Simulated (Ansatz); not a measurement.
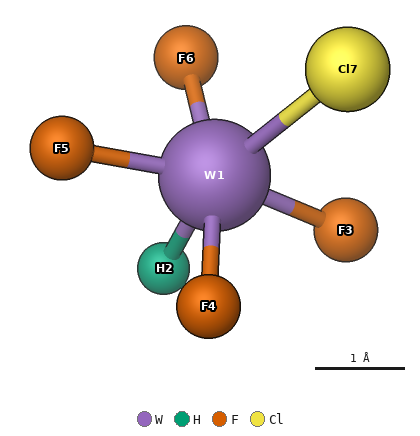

Fig. 1: The starting structure (ball-and-stick view, seen at a tilt; atoms are numbered from 1 in the order of the input). Sticks mark near contacts. Bond lengths as drawn: Cl–W 2.32 Å, F–W 1.84 to 1.85 Å and H–W 1.71 Å.

## Geometry relaxation, with input and output: WHClF₄

WHClF₄, computed with RKS PBE0/def2-SVP (Ansatz 0.2.0).

It belongs to a series of runs on one base structure; here: end point A relaxed. Figures and captions count atoms from 1; the log counts them from 0 in places.

Input file:
```yaml
crystal:
  periodic: [false, false, false]
  atoms:
    - { symbol: W, position_ang: [0.040792, 0.0, -0.004008] }
    - { symbol: H, position_ang: [0.349405, 0.0, 1.680291] }
    - { symbol: F, position_ang: [1.880514, 0.0, 0.202242] }
    - { symbol: F, position_ang: [-0.076309, 1.82329, 0.18172] }
    - { symbol: F, position_ang: [-1.772239, 0.0, 0.314106] }
    - { symbol: F, position_ang: [-0.076309, -1.82329, 0.18172] }
    - { symbol: Cl, position_ang: [0.463647, 0.0, -2.286471] }
basis:
  gaussian: { orbitals: def2-SVP }
hamiltonian:
  xc: pbe0
relax:
  f_tol: 0.03
  max_steps: 50
output:
  orbitals: {}
```

Hardware: 2 threads of Arm Neoverse V1, 24 GiB of memory available, shared host.

Launched with:
```bash
ansatz run input.yaml --threads 2 --pin off --max-ram 3072MiB --backend cpu --events-out ev --progress --plain --runs-dir out
```

The program's output:
```
The last accepted step is kept in [file] (removed where the run ends without a failure and the disk answers)
Engine: ansatz 0.2.0, aarch64-unknown-linux-gnu
Functional definition: PBE0
  parameter a = 0.25
  parameter kappa = 0.804
  parameter beta = 0.06672455060314922
  exchange = (1 - a)*pbe_x(kappa = kappa, mu = beta*pi^2/3) + a*exact_x
  correlation = pbe_c(beta = beta)
1134 factors; integrals over basis functions are off by at most 1.9e-4 eV
mean field evaluation 1: about -25200.2671 eV, gradient 7.1e1 eV
mean field evaluation 2: about -25119.9873 eV, gradient 2.3e2 eV
mean field evaluation 4: about -25209.4745 eV, gradient 1.3e1 eV
mean field evaluation 8: about -25209.8393 eV, gradient 3.7e-1 eV
mean field evaluation 16: about -25209.8397 eV, gradient 1.6e-4 eV
mean field -25209.83970290 eV, -926.4445212386 hartree, gradient 5.1e-5 eV, S^2 0.000000; 0 other end points of the search recorded, 0 dependent functions left out
the calculation of the forces begins
reference -25209.83975659 eV, -926.4445232117 hartree; 34, 34 occupied and 77, 77 virtual orbitals, 1134 factors
relax step   1: F+E_penalty+E_count = -25209.83970290 eV  Δ(F+E_penalty+E_count) = +0.000e0 eV  max|allowed force component| = 2.541e-1 eV/Å  Δτ_max = 0.0000 Å  (35 SCF iters, accepted)
these checks for a lower state are left out or cut short: starts, cluster_reference, orbital_swaps, neighbouring_geometries, increment
1134 factors; integrals over basis functions are off by at most 1.9e-4 eV
mean field -25209.82995359 eV, -926.4441629579 hartree, gradient 2.6e-5 eV, S^2 0.000000; 0 other end points of the search recorded, 0 dependent functions left out
the calculation of the forces begins
reference -25209.83000738 eV, -926.4441649348 hartree; 34, 34 occupied and 77, 77 virtual orbitals, 1134 factors
relax step   2: F+E_penalty+E_count = -25209.82995359 eV  Δ(F+E_penalty+E_count) = +9.749e-3 eV  max|allowed force component| = 3.308e-1 eV/Å  Δτ_max = 0.0888 Å  (37 SCF iters, rejected (line search))
these checks for a lower state are left out or cut short: starts, cluster_reference, orbital_swaps, neighbouring_geometries, increment
1134 factors; integrals over basis functions are off by at most 1.9e-4 eV
mean field evaluation 32: about -25209.8479 eV, gradient 3.8e-4 eV
mean field -25209.84787809 eV, -926.4448216711 hartree, gradient 1.3e-5 eV, S^2 0.000000; 0 other end points of the search recorded, 0 dependent functions left out
the calculation of the forces begins
reference -25209.84793184 eV, -926.4448236463 hartree; 34, 34 occupied and 77, 77 virtual orbitals, 1134 factors
relax step   3: F+E_penalty+E_count = -25209.84787809 eV  Δ(F+E_penalty+E_count) = -8.175e-3 eV  max|allowed force component| = 6.023e-2 eV/Å  Δτ_max = 0.0413 Å  (39 SCF iters, accepted)
these checks for a lower state are left out or cut short: starts, cluster_reference, orbital_swaps, neighbouring_geometries, increment
1134 factors; integrals over basis functions are off by at most 1.9e-4 eV
mean field -25209.84814467 eV, -926.4448314678 hartree, gradient 1.2e-5 eV, S^2 0.000000; 0 other end points of the search recorded, 0 dependent functions left out
the calculation of the forces begins
reference -25209.84819843 eV, -926.4448334436 hartree; 34, 34 occupied and 77, 77 virtual orbitals, 1134 factors
relax step   4: F+E_penalty+E_count = -25209.84814467 eV  Δ(F+E_penalty+E_count) = -2.666e-4 eV  max|allowed force component| = 1.982e-1 eV/Å  Δτ_max = 0.0729 Å  (37 SCF iters, accepted)
these checks for a lower state are left out or cut short: starts, cluster_reference, orbital_swaps, neighbouring_geometries, increment
1134 factors; integrals over basis functions are off by at most 1.9e-4 eV
mean field -25209.85000874 eV, -926.4448999713 hartree, gradient 9.7e-6 eV, S^2 0.000000; 0 other end points of the search recorded, 0 dependent functions left out
the calculation of the forces begins
reference -25209.85006250 eV, -926.4449019469 hartree; 34, 34 occupied and 77, 77 virtual orbitals, 1134 factors
relax step   5: F+E_penalty+E_count = -25209.85000874 eV  Δ(F+E_penalty+E_count) = -1.864e-3 eV  max|allowed force component| = 2.911e-2 eV/Å  Δτ_max = 0.0314 Å  (39 SCF iters, accepted)
1134 factors; integrals over basis functions are off by at most 1.9e-4 eV
mean field evaluation 64: about -25209.8500 eV, gradient 1.3e-1 eV
```

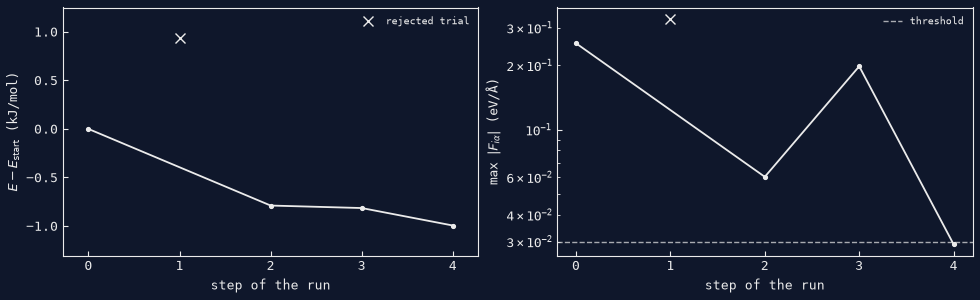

Fig. 2: Progress of the relaxation, step by step (the first geometry is step 0 here and step 1 in the log).

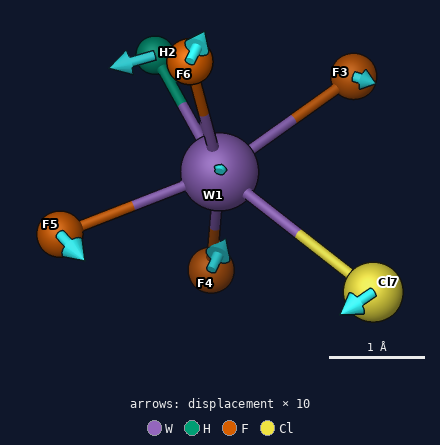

Fig. 3: The starting structure with the displacements as teal arrows, magnified 10 times (ball-and-stick view, seen at a tilt). The two geometries are laid on each other by the best rigid fit. The largest move after the best rigid fit is that of H2, 0.052 Å. By element the largest moves are H 0.052 Å, Cl 0.047 Å, F 0.047 Å, W 0.011 Å. Among the angles that change: H2–W1–Cl7 159.1° → 162.5°, F5–W1–Cl7 110.4° → 107.4°, H2–W1–F3 73.2° → 76.2°. Over 4 geometry steps the energy falls by 0.99 kJ/mol. Largest force component: 0.25 eV/Å at the start, 0.029 eV/Å at the end. The line search rejected the trial step at point 1 (counted from 0) and went back. (Atoms are counted from 1 in the order of the input.)

```
mean field -25209.85000874 eV, -926.4448999713 hartree, gradient 9.7e-6 eV, S^2 0.000000; 1 other end points of the search recorded, 0 dependent functions left out
the calculation of the forces begins
reference -25209.85006250 eV, -926.4449019469 hartree; 34, 34 occupied and 77, 77 virtual orbitals, 1134 factors
Total energy: -25209.85006250 eV, -926.4449019469 hartree
Atom 0 at     0.048942     0.000000     0.003518 Å, force     0.029111     0.000000    -0.020850 eV/Å
Atom 1 at     0.299364    -0.000000     1.695261 Å, force     0.000240     0.000000     0.020876 eV/Å
Atom 2 at     1.894721     0.000000     0.178910 Å, force    -0.021795     0.000000    -0.005842 eV/Å
Atom 3 at    -0.039733     1.822171     0.207399 Å, force    -0.004447    -0.000051     0.004624 eV/Å
Atom 4 at    -1.770599     0.000000     0.267788 Å, force     0.003820     0.000000    -0.004165 eV/Å
Atom 5 at    -0.039733    -1.822171     0.207399 Å, force    -0.004447     0.000051     0.004624 eV/Å
Atom 6 at     0.416539    -0.000000    -2.290675 Å, force    -0.002481    -0.000000     0.000733 eV/Å
Dipole moment:    -0.100618    -0.000000    -0.046766 e Å
```

Trajectory as extended XYZ (Å, eV, eV/Å), 5 frames, from step=1 to step=5:
```
7
Properties=species:S:1:pos:R:3:forces:R:3 step=1 energy=-25209.83970
W     0.0408    0.0000   -0.0040   -0.1140   0.0000   0.2085
H     0.3494    0.0000    1.6803   -0.2019   0.0000  -0.0450
F     1.8805    0.0000    0.2022    0.2541   0.0000  -0.1689
F    -0.0763    1.8233    0.1817    0.0401  -0.0197  -0.0053
F    -1.7722    0.0000    0.3141   -0.0164   0.0000  -0.0191
F    -0.0763   -1.8233    0.1817    0.0401   0.0197  -0.0053
Cl    0.4636    0.0000   -2.2865   -0.0019   0.0000   0.0350
7
Properties=species:S:1:pos:R:3:forces:R:3 step=2 energy=-25209.82995 accepted=F
W     0.0497    0.0000    0.0028   -0.0816   0.0000  -0.2414
H     0.2615    0.0000    1.6926    0.2924   0.0000   0.1263
F     1.9026    0.0000    0.1419   -0.1841   0.0000   0.3308
F    -0.0537    1.8232    0.1909    0.0271  -0.0015   0.0071
F    -1.7619    0.0000    0.3298    0.0460   0.0000  -0.1080
F    -0.0537   -1.8232    0.1909    0.0271   0.0015   0.0071
Cl    0.4650    0.0000   -2.2793   -0.1268   0.0000  -0.1219
7
Properties=species:S:1:pos:R:3:forces:R:3 step=3 energy=-25209.84788
W     0.0469    0.0000   -0.0001   -0.0602   0.0000   0.0298
H     0.3089    0.0000    1.6882    0.0074   0.0000   0.0253
F     1.8929    0.0000    0.1833   -0.0041   0.0000   0.0027
F    -0.0602    1.8232    0.1875    0.0282  -0.0069   0.0043
F    -1.7674    0.0000    0.3092    0.0219   0.0000  -0.0423
F    -0.0602   -1.8232    0.1875    0.0282   0.0069   0.0043
Cl    0.4486    0.0000   -2.2859   -0.0212   0.0000  -0.0240
7
Properties=species:S:1:pos:R:3:forces:R:3 step=4 energy=-25209.84814
W     0.0457    0.0000    0.0077    0.1982   0.0000  -0.1095
H     0.2988    0.0000    1.6977   -0.0365   0.0000   0.0561
F     1.8919    0.0000    0.1790   -0.0180   0.0000  -0.0358
F    -0.0226    1.8209    0.2195   -0.0529   0.0468   0.0183
F    -1.7761    0.0000    0.2368   -0.0519   0.0000   0.0439
F    -0.0226   -1.8209    0.2195   -0.0529  -0.0468   0.0183
Cl    0.3943    0.0000   -2.2907    0.0140   0.0000   0.0088
7
Properties=species:S:1:pos:R:3:forces:R:3 step=5 energy=-25209.85001
W     0.0489    0.0000    0.0035    0.0291   0.0000  -0.0209
H     0.2994    0.0000    1.6953    0.0002   0.0000   0.0209
F     1.8947    0.0000    0.1789   -0.0218   0.0000  -0.0058
F    -0.0397    1.8222    0.2074   -0.0044  -0.0001   0.0046
F    -1.7706    0.0000    0.2678    0.0038   0.0000  -0.0042
F    -0.0397   -1.8222    0.2074   -0.0044   0.0001   0.0046
Cl    0.4165    0.0000   -2.2907   -0.0025   0.0000   0.0007
```

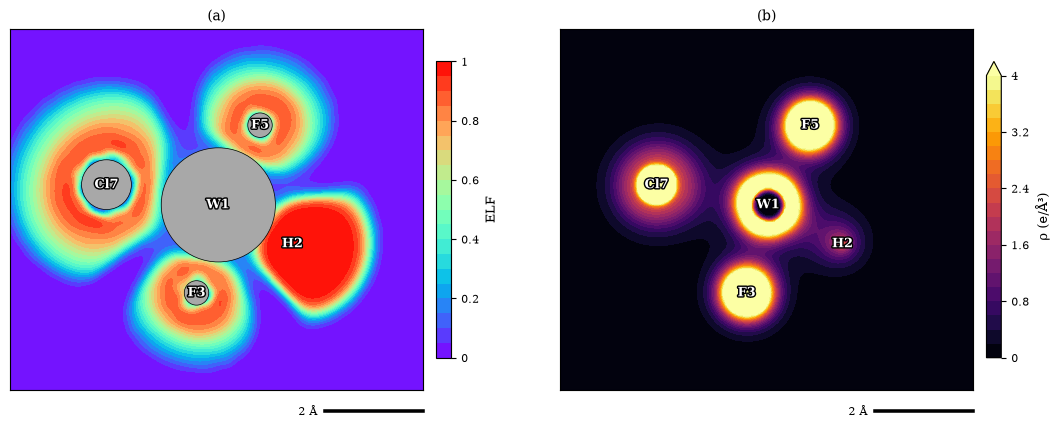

Fig. 4: (a) electron localisation function; (b) electron density on the plane of atoms F3, W1 and F5. Grey discs, where drawn, cover atomic cores. The section cuts through W, H, F and Cl sites. W–F (1.85 Å): ρ at the midpoint is about 1.1 e/Å³; the ELF peaks at about 0.80 in the valence shell of F, 0.5 Å from its nucleus, and drops to about 0.30 between the two atoms. W–Cl (2.32 Å): ρ at the midpoint is about 0.66 e/Å³; the ELF peaks at about 0.85 in the valence shell of Cl, 0.8 Å from its nucleus, and is about 0.35 at the midpoint.

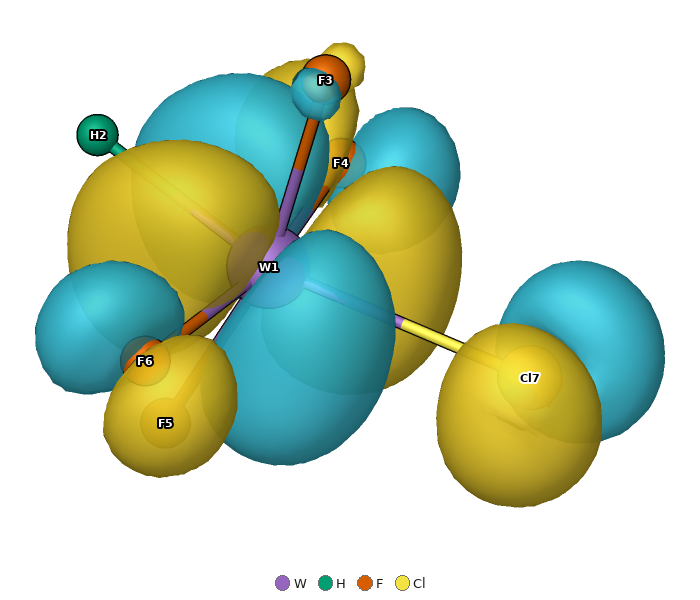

Fig. 5: The LUMO at ±0.1 Å⁻³ᐟ² (yellow and cyan are the two phases), seen at a tilt. It lies mainly on W1 (65 %), F4 (10 %), F6 (10 %) and Cl7 (10 %). Its energy is −4.86 eV.

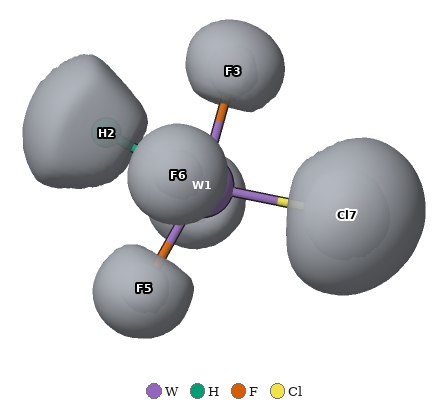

Fig. 6: Isosurface of the electron localisation function at 0.75 (grey), seen face on. Core shells and regions of very low density are left out. Values along the shortest contacts: W–F (1.84 Å): the ELF peaks at about 0.85 in the valence shell of F, 0.5 Å from its nucleus, and drops to about 0.20 between the two atoms. W–Cl (2.32 Å): the ELF peaks at about 0.85 in the valence shell of Cl, 0.8 Å from its nucleus, and is about 0.35 at the midpoint.

Key numbers:

- outcome: converged
- total energy: −25209.8501 eV
- mean-field energy: −25209.8501 eV
- largest force (length of the vector) at the end: 0.036 eV/Å
- wall time: 25 s (CPU time 48 s)
- peak memory: 0.27 GiB
